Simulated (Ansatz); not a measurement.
# Pressure series in KFe2Se2

Take KFe2Se2 (space group I4/mmm, No. 139; a = 3.676 Å, c = 14.643 Å; ferromagnetic; a cell from a computed database, its experimental status unchecked) as the base.

Cell and atoms are relaxed at each pressure.

Computed with PBEsol (Ansatz, a first-principles code, PAW, scalar-relativistic without spin-orbit coupling).

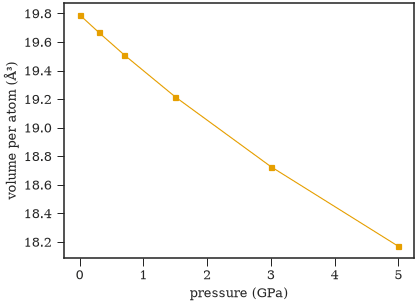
Volume per atom against pressure

| pressure (GPa) | volume per atom |
|---|---|
| 0.3 | 19.67 Å³ |
| 0.7 | 19.51 Å³ |
| 1.5 | 19.22 Å³ |
| 3 | 18.73 Å³ |
| 5 | 18.17 Å³ |

Other magnetic orders, which the real material may have, were not ruled out. Load acts through the strain it causes; cell and atoms are relaxed under it. Stability against distortions was not tested. No other phases were tried under pressure.
